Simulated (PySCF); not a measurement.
**Excited-state calculation of C4H6BF3Si**

The run: excited-state calculation of C4H6BF3Si. Method and program: TDDFT CAM-B3LYP/def2-SVPD, vertical, gas phase, core orbitals frozen in the response (PySCF 2.14.0).

The geometry comes from this level: GFN2-xTB. It belongs to a series of runs on one base structure; here: H on C replaced by CH2SiH3.

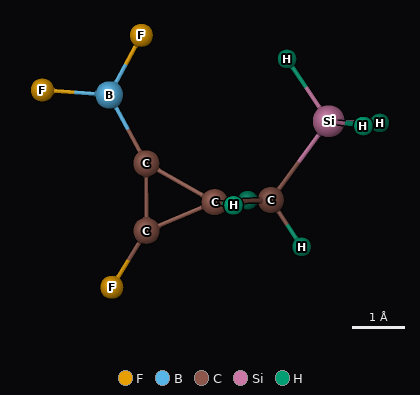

The structure (ball-and-stick view, seen at a tilt).

The input
```
{"job": {"kind": "uv", "xc": "CAM-B3LYP", "basis": "def2-SVPD", "nstates": 8, "ntriplets": 3}, "charge": 0, "multiplicity": 1}
F      3.496828     1.079304     0.788001
B      2.285168     1.048691     0.264241
F      1.836144     2.221601    -0.142341
C      1.481206    -0.229429     0.132216
C      1.323597    -1.515633     0.350158
F      1.791887    -2.612257     0.893432
C      0.189303    -0.914367    -0.366419
C     -1.128620    -0.653285     0.323474
Si    -1.992491     0.909464    -0.354672
H      0.098707    -1.094217    -1.434493
H     -0.956463    -0.548027     1.395807
H     -1.776323    -1.522494     0.190918
H     -3.232110     1.095392     0.402840
H     -1.109817     2.060876    -0.202145
H     -2.311429     0.682369    -1.766587
```

The first line tells a small driver script what to run in PySCF; the rest is the geometry in Å.

Run on 1 CPU thread, shared host.

Command:
```bash
OMP_NUM_THREADS=1 python <driver script> task.json out
```

Output
```
coarse grid: 14032 points
cycle   1  E = -769.1249764036  dE =  1.383e+00  |g| = 7.537e-01  |ddm| = 6.003e+00
cycle   2  E = -769.1029855920  dE =  2.199e-02  |g| = 9.030e-01  |ddm| = 1.839e+00
cycle   3  E = -769.2371040606  dE = -1.341e-01  |g| = 5.946e-02  |ddm| = 9.854e-01
cycle   4  E = -769.2378262622  dE = -7.222e-04  |g| = 2.654e-02  |ddm| = 1.521e-01
cycle   5  E = -769.2379844446  dE = -1.582e-04  |g| = 1.119e-02  |ddm| = 6.382e-02
cycle   6  E = -769.2380128211  dE = -2.838e-05  |g| = 2.845e-03  |ddm| = 2.008e-02
cycle   7  E = -769.2380146944  dE = -1.873e-06  |g| = 7.708e-04  |ddm| = 5.410e-03
final grid: 135016 points
cycle   8  E = -769.3450132311  dE = -5.068e-05  |g| = 3.708e-03  |ddm| = 7.786e-02
cycle   9  E = -769.3450126700  dE =  5.611e-07  |g| = 4.239e-03  |ddm| = 1.188e-02
cycle  10  E = -769.3450162987  dE = -3.629e-06  |g| = 5.692e-04  |ddm| = 4.958e-03
cycle  11  E = -769.3450163476  dE = -4.884e-08  |g| = 2.366e-04  |ddm| = 1.041e-03
cycle  12  E = -769.3450163606  dE = -1.304e-08  |g| = 7.116e-05  |ddm| = 4.155e-04
cycle  13  E = -769.3450163618  dE = -1.164e-09  |g| = 1.380e-05  |ddm| = 1.349e-04
cycle  14  E = -769.3450163618  dE = -8.345e-11  |g| = 7.776e-06  |ddm| = 5.073e-05
```

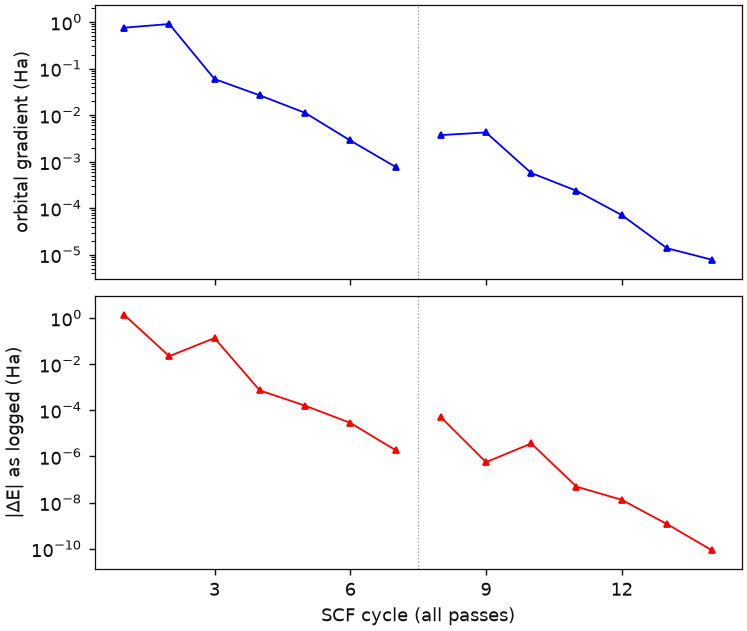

Convergence of the self-consistent field: orbital gradient and size of the energy change against the SCF cycle. The dotted line marks the change from a coarse to the final integration grid. The first 7 cycles use a coarse grid, the final grid takes over at cycle 8, and the field converges after 14 cycles in all.

```
converged SCF energy = -769.3450163618

Static polarisability (au): isotropic 85.547, principal 67.551 91.982 97.108

Singlet excitations
state   eV       nm        f      main configurations
  1   5.4542    227.3   0.06531   H->L 0.53, H-1->L 0.38
  2   5.6084    221.1   0.10347   H-1->L 0.51, H->L 0.42
  3   6.5108    190.4   0.00051   H-4->L 0.52, H-2->L 0.24, H-3->L 0.10
  4   6.9637    178.0   0.01574   H->L+1 0.82
  5   7.6142    162.8   0.00467   H-1->L+1 0.80
  6   7.9443    156.1   0.00241   H-5->L 0.42, H-3->L 0.17, H-4->L 0.08
  7   8.0384    154.2   0.04123   H->L+3 0.56, H->L+5 0.09, H->L+6 0.08
  8   8.0541    153.9   0.00577   H->L+2 0.52, H->L+4 0.20, H->L+1 0.08

Triplet excitations (Tamm-Dancoff, eV): 3.5784 5.0739 6.2100
```

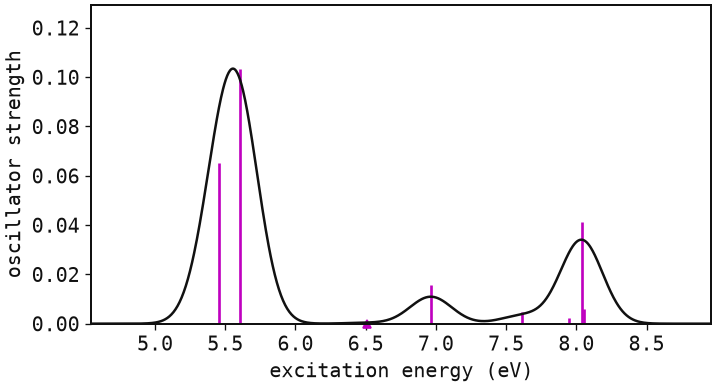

Computed excitations as sticks (degenerate states added up, dark ones marked on the axis), with a Gaussian envelope of 0.35 eV full width at half maximum, scaled to the tallest. Of the 8 states the lowest lies at 5.45 eV (f = 0.065); the strongest line is at 5.61 eV, or 221 nm (f = 0.103).

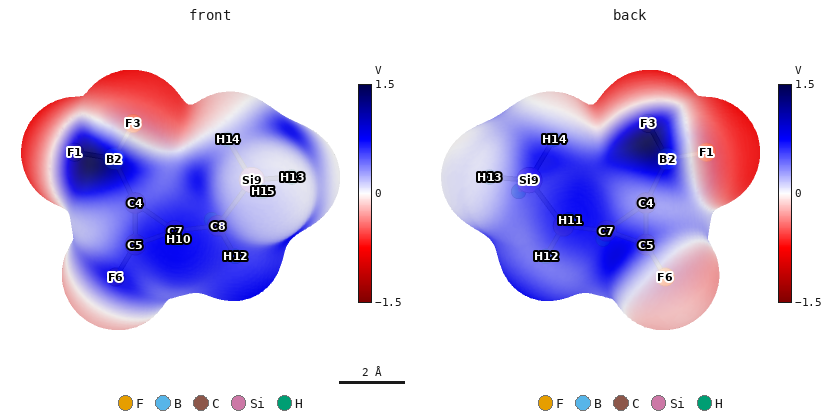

The molecular electrostatic potential painted on the density surface at 0.001 e/bohr³, seen at a tilt and from behind; red is negative and blue positive. Its dipole moment is 2.06 D.

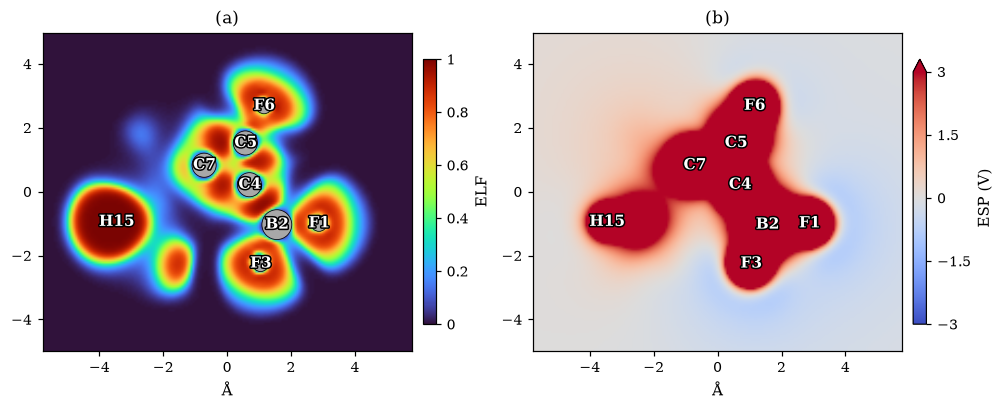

(a) electron localisation function; (b) electrostatic potential on the plane of atoms F1, B2 and C4. Grey discs, where drawn, cover atomic cores. C–F (1.31 Å): the ELF peaks at about 0.85 between the atoms (a shared but strongly polarised pair). C–C (1.31 Å): the ELF peaks at about 0.85 between the atoms; a multiple bond by its length, whose ELF region spreads away from the axis. C–B (1.52 Å): the ELF peaks at about 1 between the atoms, which marks a covalent bond. C–C (1.47 Å): the ELF peaks at about 0.85 between the atoms (localised, shared-pair bonding).

Results in brief

```csv
quantity,value
outcome,converged
total energy,−769.345016 hartree
HOMO,−9.27 eV
LUMO,−0.64 eV
dipole moment,2.06 D
mean polarisability,85.55 a.u.
lowest singlet excitation,5.45 eV
wall time,2.4 min
peak memory,1.1 GiB
```
